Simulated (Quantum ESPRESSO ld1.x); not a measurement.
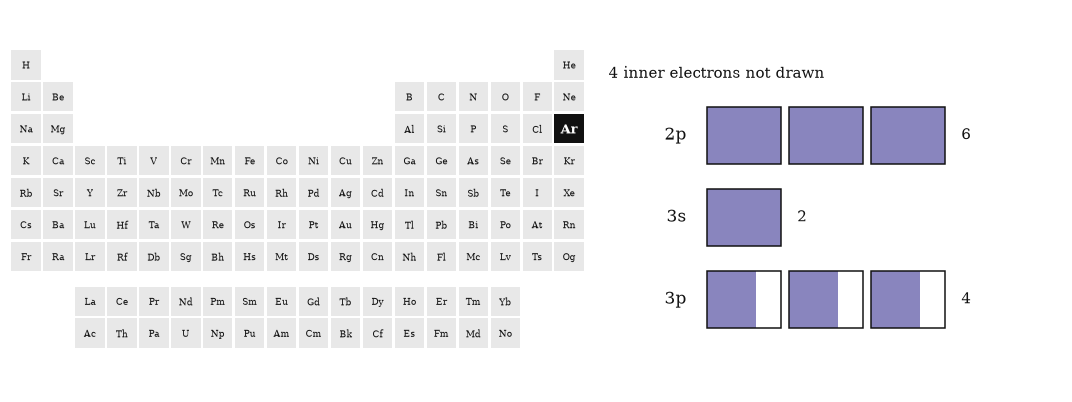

*Left, the place of argon in the periodic table; right, the outer shells as the input fills them: a box for each of the 2l + 1 orbitals, shaded by the share of the shell that is filled, with the electron count at the right.*

# Ar²⁺: atomic calculation

- system: Ar²⁺, configuration typed as [Ne] 3s2 3p4.
- method: radial all-electron Kohn-Sham run of Quantum ESPRESSO ld1.x with rel=2, dft='PW' as typed

**The input**
```
 &input
    iswitch=1,
    rel=2,
    dft='PW',
    config='[Ne] 3s2 3p4',
    lsmall=.true.,
    atom='D2',
    prefix='ld1',
    max_out_wfc=37,
    file_charge='ld1.rho',
 /
```

Run as:
```bash
OMP_NUM_THREADS=1 ld1.x < ld1.in > ld1.out
```

**Log**
```
     Program LD1 v.7.5 starts

WARNING: Atom  D not found

 %%%%%%%%%%%%%%%%%%%%%%%%%%%%%%%%%%%%%%%%%%%%%%%%%%%%%%%%%%%%%%%%%%%%%%%%%%%%%%
     Error in routine dirsol (1):
     no classical turning point found
 %%%%%%%%%%%%%%%%%%%%%%%%%%%%%%%%%%%%%%%%%%%%%%%%%%%%%%%%%%%%%%%%%%%%%%%%%%%%%%

     stopping ...
```

**Outcome**

- outcome: ended with an error
- hardware: 1 CPU thread, shared host
- wall time: 0.98 s

**Diagnosis**

This input holds a deliberate fault: unknown element symbol. The run ended with an error: “Error in routine dirsol (1): no classical turning point found”.
